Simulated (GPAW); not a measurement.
# MgO (Fm-3m): G0W0 with GPAW, start to end

How does a plane-wave GW calculation on MgO (Fm-3m) run from the first input to the gap?

Main program and level: GPAW 26.7.0; PBE and many-body steps on it, plane waves.

**The experiments to reproduce.**

- Gap 7.83 eV: direct gap at Gamma, low temperature; bulk crystal (literature value) (quoted in “The Band-Gap Studies of Short-Period CdO/MgO Superlattices”, 2021, pmc:8035356).

## Step 1: The structure

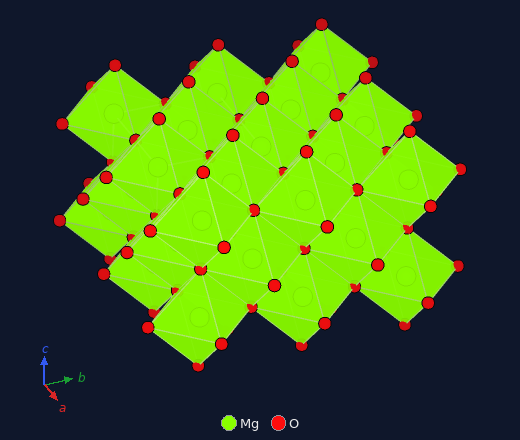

The starting structure, seen slightly off an axis (magnesium green, oxygen red). 2×2×1 cells are drawn. This picture shows the conventional cell, with its axes. Some periodic images of atoms are drawn too.

The cell and positions are those that the Materials Project relaxed with its own functionals (PBE, PBE+U or r2SCAN), kept fixed.

## Step 2: Ground state

This step: GPAW 26.7.0; DFT, PBE, plane waves, PAW.

The ground-state density comes first.

The input, run.py:

```python
import json
import numpy as np
from gpaw.mpi import world
from ase import Atoms
from gpaw import GPAW, PW, FermiDirac

atoms = Atoms(['Mg', 'O'],
    cell=[[0.0000000000, 2.0970013927, 2.0970013927],
      [2.0970013927, 0.0000000000, 2.0970013927],
      [2.0970013927, 2.0970013927, 0.0000000000]],
    scaled_positions=[[0.0000000000, 0.0000000000, 0.0000000000],
      [0.5000000000, 0.5000000000, 0.5000000000]],
    pbc=(True, True, True))
calc = GPAW(mode=PW(600),
    xc='PBE',
    kpts={'size': (10, 10, 10), 'gamma': True},
    occupations=FermiDirac(0.001),
    nbands=-7,
    convergence={'density': 1e-6, 'bands': -3},
    maxiter=100,
    txt='gs.txt')
atoms.calc = calc
res = {'energy': atoms.get_potential_energy()}
kpts = calc.get_ibz_k_points()
res['kpts'] = kpts
res['eigenvalues'] = [calc.get_eigenvalues(kpt=k) for k in range(len(kpts))]
res['n_electrons'] = calc.get_number_of_electrons()
calc.write('gs.gpw')

if world.rank == 0:
    with open('result.json', 'w') as f:
        json.dump(res, f, default=lambda x: x.tolist())
```

On the command line:

```bash
mpirun -n 4 gpaw python run.py
```

The program printed:

```text
__  _  _
 | _ |_)|_||  |
 |__||  | ||/\| - 26.7.0

Input parameters:
  mode=PW(ecut=600.0),
  convergence={'density': 1e-06, 'bands': -3},
  kpts=MonkhorstPack(size=(10, 10, 10), gamma=True),
  maxiter=100,
  nbands=-7,
  occupations=Occupations(name='fermi-dirac', width=0.001, fixmagmom=False),
  xc=XC(name='PBE')
  [... matrices ...]
Diagonalizing LCAO Hamiltonian
Converting LCAO to pw mode

              O

       Mg

Atoms  # Å, Bohr magnetons
|   | symbol |        x |        y |        z |    initial magnetic moments |
| 0 |     Mg | 0.000000 | 0.000000 | 0.000000 | ( 0.0000,  0.0000,  0.0000) |
| 1 |      O | 2.097001 | 2.097001 | 2.097001 | ( 0.0000,  0.0000,  0.0000) |

Unit cell  # Å
| periodic |        x |        y |        z |  lengths |    angles |
|      yes | 0.000000 | 2.097001 | 2.097001 | 2.965608 | 60.000000 |
|      yes | 2.097001 | 0.000000 | 2.097001 | 2.965608 | 60.000000 |
|      yes | 2.097001 | 2.097001 | 0.000000 | 2.965608 | 60.000000 |

Number of symmetries: 48
Symmetry operations  # r_c * U_cc + t_c -> r_c
|    | kind |            matrix            |
|  0 |  σ   |  1, 0, 0,  1, 0,-1,  1,-1, 0 |
|  1 |  C2  |  1, 0, 0,  1,-1, 0,  1, 0,-1 |
|  2 |  E   |  1, 0, 0,  0, 1, 0,  0, 0, 1 |
|  3 |  σ   |  1, 0, 0,  0, 0, 1,  0, 1, 0 |
|  4 |  C4  |  1, 0,-1,  1, 0, 0,  1,-1, 0 |
|  5 |  S6  |  1, 0,-1,  1,-1, 0,  1, 0, 0 |
|  6 |  σ   |  1, 0,-1,  0, 1,-1,  0, 0,-1 |
|  7 |  C3  |  1, 0,-1,  0, 0,-1,  0, 1,-1 |
|  8 |  S6  |  1,-1, 0,  1, 0, 0,  1, 0,-1 |
|  9 |  C4  |  1,-1, 0,  1, 0,-1,  1, 0, 0 |
| 10 |  C3  |  1,-1, 0,  0,-1, 1,  0,-1, 0 |
| 11 |  σ   |  1,-1, 0,  0,-1, 0,  0,-1, 1 |
| 12 |  σ   |  0, 1, 0,  1, 0, 0,  0, 0, 1 |
| 13 |  C4  |  0, 1, 0,  0, 1,-1, -1, 1, 0 |
| 14 |  C3  |  0, 1, 0,  0, 0, 1,  1, 0, 0 |
| 15 |  S6  |  0, 1, 0, -1, 1, 0,  0, 1,-1 |
| 16 |  C2  |  0, 1,-1,  1, 0,-1,  0, 0,-1 |
| 17 |  σ   |  0, 1,-1,  0, 1, 0, -1, 1, 0 |
| 18 |  S4  |  0, 1,-1,  0, 0,-1,  1, 0,-1 |
| 19 |  C4  |  0, 1,-1, -1, 1, 0,  0, 1, 0 |
| 20 |  C3  |  0, 0, 1,  1, 0, 0,  0, 1, 0 |
| 21 |  σ   |  0, 0, 1,  0, 1, 0,  1, 0, 0 |
| 22 |  S6  |  0, 0, 1,  0,-1, 1, -1, 0, 1 |
| 23 |  C4  |  0, 0, 1, -1, 0, 1,  0,-1, 1 |
| 24 |  S4  |  0, 0,-1,  1, 0,-1,  0, 1,-1 |
| 25 |  C3  |  0, 0,-1,  0, 1,-1,  1, 0,-1 |
| 26 |  C2  |  0, 0,-1,  0,-1, 0, -1, 0, 0 |
| 27 |  S6  |  0, 0,-1, -1, 0, 0,  0,-1, 0 |
| 28 |  S4  |  0,-1, 1,  1,-1, 0,  0,-1, 0 |
| 29 |  C4  |  0,-1, 1,  0, 0, 1, -1, 0, 1 |
| 30 |  C2  |  0,-1, 1,  0,-1, 0,  1,-1, 0 |
| 31 |  σ   |  0,-1, 1, -1, 0, 1,  0, 0, 1 |
| 32 |  C3  |  0,-1, 0,  1,-1, 0,  0,-1, 1 |
| 33 |  S6  |  0,-1, 0,  0, 0,-1, -1, 0, 0 |
| 34 |  S4  |  0,-1, 0,  0,-1, 1,  1,-1, 0 |
| 35 |  C2  |  0,-1, 0, -1, 0, 0,  0, 0,-1 |
| 36 |  C2  | -1, 1, 0,  0, 1, 0,  0, 1,-1 |
| 37 |  S6  | -1, 1, 0,  0, 1,-1,  0, 1, 0 |
| 38 |  S4  | -1, 1, 0, -1, 0, 1, -1, 0, 0 |
| 39 |  C3  | -1, 1, 0, -1, 0, 0, -1, 0, 1 |
| 40 |  S6  | -1, 0, 1,  0, 0, 1,  0,-1, 1 |
| 41 |  C2  | -1, 0, 1,  0,-1, 1,  0, 0, 1 |
| 42 |  C3  | -1, 0, 1, -1, 1, 0, -1, 0, 0 |
| 43 |  S4  | -1, 0, 1, -1, 0, 0, -1, 1, 0 |
| 44 |  C2  | -1, 0, 0,  0, 0,-1,  0,-1, 0 |
| 45 |  i   | -1, 0, 0,  0,-1, 0,  0, 0,-1 |
| 46 |  σ   | -1, 0, 0, -1, 1, 0, -1, 0, 1 |
| 47 |  C2  | -1, 0, 0, -1, 0, 1, -1, 1, 0 |

BZ-sampling:
  Number of BZ points: 1000
  Number of IBZ points: 47

  Monkhorst-Pack size: [10, 10, 10]
  Monkhorst-Pack shift: [0.05, 0.05, 0.05]

K-points  # in reciprocal-cell coordinates
|     |                                coordinates |     weight |
|   0 | (  0.00000000,   0.00000000,   0.00000000) | 0.00100000 |
|   1 | (  0.10000000,   0.10000000,   0.00000000) | 0.00600000 |
|   2 | (  0.10000000,   0.10000000,   0.10000000) | 0.00800000 |
|   3 | (  0.20000000,   0.10000000,   0.10000000) | 0.01200000 |
|   4 | (  0.20000000,   0.20000000,   0.00000000) | 0.00600000 |
|   5 | (  0.20000000,   0.20000000,   0.10000000) | 0.02400000 |
|   6 | (  0.20000000,   0.20000000,   0.20000000) | 0.00800000 |
|   7 | (  0.30000000,   0.20000000,   0.10000000) | 0.02400000 |
|   8 | (  0.30000000,   0.20000000,   0.20000000) | 0.02400000 |
|   9 | (  0.30000000,   0.30000000,   0.00000000) | 0.00600000 |
| ... |                                            |            |
|  46 | (  0.50000000,   0.50000000,   0.50000000) | 0.00400000 |

Plane wave coefficients: 636
Cutoff: 600.0 eV

Spin-components: 1 (collinear spins)
Bands:           15
Projectors:      10
Spin-degeneracy: 2
Datatype:        complex128

  Storage: CPU
  Wave functions: 6_869_520 bytes (1_717_380 per core)
  Projectors: 9_617_328 bytes (2_404_332 per core)
  [... matrices ...]
Parallelization:
  kpt:    4
  domain: 1
  band:   1

Density:
  Valence electrons: 16.0
  Components: 1
  Grid points: [18 18 18]
  Charge: 0.0  # |e|

Potential:
  Grid points: [18 18 18]

species:
  Mg:
    name:    Magnesium
    Z:       12.0
    valence: 10
    core:    2
    charge:  0.0  # [|e|]
    compensation charges:
      type: gauss
      rc: 0.33  # [Å]
      lmax: 2
    cutoffs:
      filter: 1.86  # [Å]
      core: 0.54  # [Å]
    projectors
    | kind |    occ | energy [eV] | rcut [Å] |
    |   2s |  2.000 |     -79.840 |    1.090 |
    |   3s |  2.000 |      -4.705 |    1.090 |
    |   2p |  6.000 |     -46.613 |    1.085 |
    |   3p |  0.000 |      -1.330 |    1.085 |
    |    d |        |       0.000 |    1.037 |

    Using partial waves for Mg as LCAO basis

  O:
    name:    Oxygen
    Z:       8.0
    valence: 6
    core:    2
    charge:  0.0  # [|e|]
    compensation charges:
      type: gauss
      rc: 0.21  # [Å]
      lmax: 2
    cutoffs:
      filter: 1.17  # [Å]
      core: 0.83  # [Å]
    projectors
    | kind |    occ | energy [eV] | rcut [Å] |
    |   2s |  2.000 |     -23.961 |    0.688 |
    |   2p |  4.000 |      -9.029 |    0.598 |
    |    s |        |       3.251 |    0.688 |
    |    p |        |      18.182 |    0.598 |
    |    d |        |       0.000 |    0.619 |

    Using partial waves for O as LCAO basis

Reference energy: -7490.497190  # eV

eigensolver:
  PPCG
  Converge bands: -3
  niter=2

density mixing:
  MSR1-Mixer
  Pratt-step length: 0.05
  Maximum mixing coefficient: 0.75
  Old densities: 10
  SVD Regularization: 0.005
  Good broyden scale: 1.0
  Trust region scale: 1.0
  Backstep threshold: 4.0
  History deletion threshold: 6.0
  Fourier metric: weight=20.0, sigma=0.015

occupation numbers:
  Fermi-Dirac:
    width: 0.0010  # eV

poisson solver:
  ecut: 4800.0  # eV

xc functional:
  name: PBE with 2 nearest neighbor stencil

Initialization done in: 1.481 s

convergence criteria:
- Maximum integral of absolute [dens]ity change: 1e-06 electrons / valence electron
- Maximum [total energy] change in last 3 cyles: 0.0005 eV / valence electron
- Maximum integral of absolute [eigenst]ate change: 4e-08 eV^2 / valence electron
maximum number of iterations: 100

SCF iterations
|iter     |     time |      energy | eigst |  dens |
|iter:   1|  |  -13.414615 | +1.33 |       |
|iter:   2|  |  -13.064321 | +0.03 | -0.99 |
|iter:   3|  |  -12.100804 | -0.97 | -1.04 |
|iter:   4|  |  -12.106061 | -2.73 | -1.59 |
|iter:   5|  |  -12.111356 | -2.54 | -1.85 |
|iter:   6|  |  -12.111417c| -5.13 | -3.01 |
|iter:   7|  |  -12.111436c| -5.94 | -3.39 |
|iter:   8|  |  -12.111436c| -7.64c| -4.39 |
|iter:   9|  |  -12.111436c| -7.70c| -5.19 |
|iter:  10|  |  -12.111436c| -8.30c| -5.66 |
|iter:  11|  |  -12.111436c| -9.07c| -7.00c|

Converged in 11 steps
SCF loop duration: 1.548 s (0.141 s/step)
Energy contributions relative to reference atoms: (reference = -7490.497190)
  [... matrices ...]
Energy contributions:
  Kinetic:          12.536382
  Coulomb:         -10.342553
  Zero:              0.109795
  External:          0.000000
  Xc:              -14.415060
  Entropy:          -0.000000
  Spinorbit:         0.000000
  ----------------------------
  Free energy:     -12.111436
  Extrapolated:    -12.111436

dipole moment: (-6.014535, -6.014535, -6.014535)  # |e|*Ang

Fermi level: 5.690
Eigenvalues  # (at kpt = [0.000, 0.000, 0.000])
| band index |      eig [eV] | occ [0-2] |
|          0 |       -67.345 |     2.000 |
|          1 |       -34.088 |     2.000 |
|          2 |       -34.088 |     2.000 |
|          3 |       -34.088 |     2.000 |
|          4 |       -12.282 |     2.000 |
|          5 |         5.013 |     2.000 |
|          6 |         5.013 |     2.000 |
|          7 |         5.013 |     2.000 |
|          8 |         9.899 |     0.000 |
|          9 |        20.915 |     0.000 |
|         10 |        20.915 |     0.000 |
|         11 |        20.915 |     0.000 |
|         12 |        24.828 |     0.000 |
|         13 |        26.674 |     0.000 |
|         14 |        26.674 |     0.000 |

Gap: 4.886 eV
Transition (v -> c):
  (s=0, k=0, n=7, [0.00, 0.00, 0.00]) -> (s=0, k=0, n=8, [0.00, 0.00, 0.00])
No difference between direct/indirect transitions
# Writing to gs.gpw (mode='')
  [... matrices ...]
```

It took 4.5 s on 4 MPI ranks of Intel Xeon 6975P-C (Granite Rapids), shared host; peak memory 0.63 GiB.

Numbers from this step:

```
total energy               : -12.11 eV
gap                        : 4.886 eV
k of the valence top       : 0, 0, 0
k of the conduction bottom : 0, 0, 0
least direct gap           : 4.886 eV
```

The gap is direct, at Γ.

## Step 3: Bands along the symmetry lines

Levels along a band path, at the cheap level, show where the edges lie and whether the meshes to come will hold them.

The input, run.py:

```python
import json
import numpy as np
from gpaw.mpi import world
from gpaw import GPAW

path = [[0.000000, 0.000000, 0.000000],
    [0.062500, 0.000000, 0.062500],
    [0.125000, 0.000000, 0.125000],
    [0.187500, 0.000000, 0.187500],
    [0.250000, 0.000000, 0.250000],
    [0.312500, 0.000000, 0.312500],
    [0.375000, 0.000000, 0.375000],
    [0.437500, 0.000000, 0.437500],
    [0.500000, 0.000000, 0.500000],
    [0.515625, 0.031250, 0.515625],
    [0.531250, 0.062500, 0.531250],
    [0.546875, 0.093750, 0.546875],
    [0.562500, 0.125000, 0.562500],
    [0.578125, 0.156250, 0.578125],
    [0.593750, 0.187500, 0.593750],
    [0.609375, 0.218750, 0.609375],
    [0.625000, 0.250000, 0.625000],
    [0.375000, 0.375000, 0.750000],
    [0.328125, 0.328125, 0.656250],
    [0.281250, 0.281250, 0.562500],
    [0.234375, 0.234375, 0.468750],
    [0.187500, 0.187500, 0.375000],
    [0.140625, 0.140625, 0.281250],
    [0.093750, 0.093750, 0.187500],
    [0.046875, 0.046875, 0.093750],
    [0.000000, 0.000000, 0.000000],
    [0.062500, 0.062500, 0.062500],
    [0.125000, 0.125000, 0.125000],
    [0.187500, 0.187500, 0.187500],
    [0.250000, 0.250000, 0.250000],
    [0.312500, 0.312500, 0.312500],
    [0.375000, 0.375000, 0.375000],
    [0.437500, 0.437500, 0.437500],
    [0.500000, 0.500000, 0.500000],
    [0.500000, 0.468750, 0.531250],
    [0.500000, 0.437500, 0.562500],
    [0.500000, 0.406250, 0.593750],
    [0.500000, 0.375000, 0.625000],
    [0.500000, 0.343750, 0.656250],
    [0.500000, 0.312500, 0.687500],
    [0.500000, 0.281250, 0.718750],
    [0.500000, 0.250000, 0.750000],
    [0.500000, 0.218750, 0.718750],
    [0.500000, 0.187500, 0.687500],
    [0.500000, 0.156250, 0.656250],
    [0.500000, 0.125000, 0.625000],
    [0.500000, 0.093750, 0.593750],
    [0.500000, 0.062500, 0.562500],
    [0.500000, 0.031250, 0.531250],
    [0.500000, 0.000000, 0.500000]]
calc = GPAW('gs.gpw').fixed_density(kpts=path,
    symmetry='off',
    nbands=18,
    convergence={'bands': 14},
    txt='bands.txt')
res = {}
kpts = calc.get_ibz_k_points()
res['kpts'] = kpts
res['eigenvalues'] = [calc.get_eigenvalues(kpt=k) for k in range(len(kpts))]
res['n_electrons'] = calc.get_number_of_electrons()

if world.rank == 0:
    with open('result.json', 'w') as f:
        json.dump(res, f, default=lambda x: x.tolist())
```

On the command line:

```bash
mpirun -n 4 gpaw python run.py
```

The program printed:

```text
Diagonalizing LCAO Hamiltonian
Converting LCAO to pw mode
convergence criteria:
- Maximum integral of absolute [eigenst]ate change: 4e-08 eV^2 / valence electron
maximum number of iterations: 100

SCF iterations
|iter     |     time |      energy | eigst |  dens |
|iter:   1|  |             | +2.28 |       |
|iter:   2|  |             | +0.83 |       |
|iter:   3|  |             | -0.19 |       |
|iter:   4|  |             | -2.50 |       |
|iter:   5|  |             | -3.72 |       |
|iter:   6|  |             | -5.90 |       |
|iter:   7|  |             | -7.02 |       |
|iter:   8|  |             | -8.32c|       |
SCF steps: 8
  __  _  _
 | _ |_)|_||  |
 |__||  | ||/\| - 26.7.0

Input parameters:
  mode=PW(ecut=600.0),
  convergence={'bands': 14},
  gpts=array([18, 18, 18]),
  kpts=KPoints(kpts=array([[0.      , 0.      , 0.      ],
         [0.0625  , 0.      , 0.0625  ],
         [0.125   , 0.      , 0.125   ],
         [0.1875  , 0.      , 0.1875  ],
[...]
[0.515625, 0.03125 , 0.515625],
[...]
[0.546875, 0.09375 , 0.546875],
[...]
[0.578125, 0.15625 , 0.578125],
[...]
[0.609375, 0.21875 , 0.609375],
[...]
[0.328125, 0.328125, 0.65625 ],
[...]
[0.234375, 0.234375, 0.46875 ],
[...]
[0.140625, 0.140625, 0.28125 ],
[...]
[0.046875, 0.046875, 0.09375 ],
[...]
[0.5     , 0.0625  , 0.5625  ],
         [0.5     , 0.03125 , 0.53125 ],
         [0.5     , 0.      , 0.5     ]])),
  maxiter=100,
  nbands=18,
  occupations=Occupations(name='fermi-dirac', width=0.001, fixmagmom=False),
  parallel={},
  symmetry=Symmetry(point_group=False, time_reversal=False),
  xc=XC(name='PBE')
  [... matrices ...]
timing:  # [seconds]
  Total: 0.034  # ━━━━━━━━━━━━━━━━━━━━━━━━━━━━━━━━━━━━━━━━━━━━━━━━━━━━━━━━━━━
```

The job ended after 4 s (4 MPI ranks; peak memory 0.64 GiB; 15 s of CPU time).

Numbers from this step:

```
gap                        : 4.886 eV
k of the valence top       : 0, 0, 0
k of the conduction bottom : 0, 0, 0
least direct gap           : 4.886 eV
```

The gap is 4.886 eV, as in the run before at this level.

Electronic bands along the path, in eV, zero at the top of the highest filled band; v1 is the highest filled band, c1 the lowest empty one:

| point | v4 | v3 | v2 | v1 | c1 | c2 | c3 | c4 |
| --- | --- | --- | --- | --- | --- | --- | --- | --- |
| Γ | -17.29 | 0.00 | 0.00 | 0.00 | 4.89 | 15.90 | 15.90 | 15.90 |
| X | -15.73 | -4.12 | -1.36 | -1.36 | 9.16 | 10.18 | 13.25 | 19.21 |
| U | -15.70 | -3.52 | -2.74 | -1.16 | 10.18 | 11.99 | 12.67 | 18.35 |
| jump to K | -15.70 | -3.52 | -2.74 | -1.16 | 10.18 | 11.99 | 12.67 | 18.35 |
| Γ | -17.29 | 0.00 | 0.00 | 0.00 | 4.89 | 15.90 | 15.90 | 15.90 |
| L | -15.95 | -4.66 | -0.66 | -0.66 | 8.00 | 12.79 | 16.48 | 16.48 |
| W | -15.66 | -2.98 | -2.98 | -1.79 | 11.76 | 11.76 | 12.40 | 15.73 |
| X | -15.73 | -4.12 | -1.36 | -1.36 | 9.16 | 10.18 | 13.25 | 19.21 |

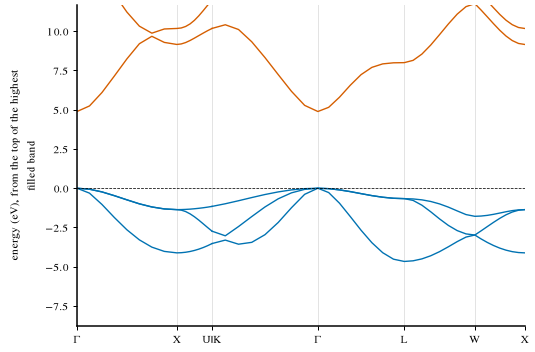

Electronic bands along the path; lines of filled and empty bands in two colours.

## Step 4: Empty states on the mesh, 8×8×8 mesh, 106 bands

The sums over transitions need many empty states on a uniform mesh; this step solves for them.

The input, run.py:

```python
import json
import numpy as np
from gpaw.mpi import world
from gpaw import GPAW

calc = GPAW('gs.gpw').fixed_density(kpts={'size': (8, 8, 8), 'gamma': True},
    parallel={'domain': 1, 'band': 1},
    txt='nscf.txt')
calc.diagonalize_full_hamiltonian(nbands=106)
calc.write('full.gpw', mode='all')
res = {}
kpts = calc.get_ibz_k_points()
res['kpts'] = kpts
res['eigenvalues'] = [calc.get_eigenvalues(kpt=k) for k in range(len(kpts))]
res['n_electrons'] = calc.get_number_of_electrons()

if world.rank == 0:
    with open('result.json', 'w') as f:
        json.dump(res, f, default=lambda x: x.tolist())
```

On the command line:

```bash
mpirun -n 4 gpaw python run.py
```

The program printed:

```text
Diagonalizing LCAO Hamiltonian
Converting LCAO to pw mode
convergence criteria:
- Maximum integral of absolute [eigenst]ate change: 4e-08 eV^2 / valence electron
maximum number of iterations: 100

SCF iterations
|iter     |     time |      energy | eigst |  dens |
|iter:   1|  |             | +1.33 |       |
|iter:   2|  |             | +0.21 |       |
|iter:   3|  |             | -0.64 |       |
|iter:   4|  |             | -2.85 |       |
|iter:   5|  |             | -3.99 |       |
|iter:   6|  |             | -6.24 |       |
|iter:   7|  |             | -7.46c|       |
SCF steps: 7
  __  _  _
 | _ |_)|_||  |
 |__||  | ||/\| - 26.7.0

Input parameters:
  mode=PW(ecut=600.0),
  convergence={'density': 1e-06, 'bands': -3},
  gpts=array([18, 18, 18]),
  kpts=MonkhorstPack(size=(8, 8, 8), gamma=True),
  maxiter=100,
  nbands=15,
  occupations=Occupations(name='fermi-dirac', width=0.001, fixmagmom=False),
  parallel={'domain': 1, 'band': 1},
  xc=XC(name='PBE')
Matrix size: 614x614
# Writing to full.gpw (mode='all')
  [... matrices ...]

timing:  # [seconds]
  Total: 1.509  # ━━━━━━━━━━━━━━━━━━━━━━━━━━━━━━━━━━━━━━━━━━━━━━━━━━━━━━━━━━━
```

The job ended after 5.1 s (4 MPI ranks; peak memory 0.79 GiB).

This step gave:

```
gap                                                           : 4.886 eV
k of the valence top                                          : 0, 0, 0
k of the conduction bottom                                    : 0, 0, 0
least direct gap                                              : 4.886 eV
k points computed                                             : 29
lowest point of the top converged band, above the valence top : 158.5611 eV
```

On this mesh the gap is 4.886 eV.

(Part 1 of 2 ends here.)

[Paths, hosts, dates, memory and timing lines, banners, echoed tables and standing remarks are left out of the program output.]

[Logs are printed without paths, hosts, clocks, repeated set-up lines and the standing remarks that a program may print on its own settings, such as how far it seeks lower states.]

[Runs of the session that timed out or met a known fault of the program may be left out.]

[Hosts, paths, dates, database ids (printed as entryN), source tags and the programs' standing remarks are cut or masked in the printed files.]
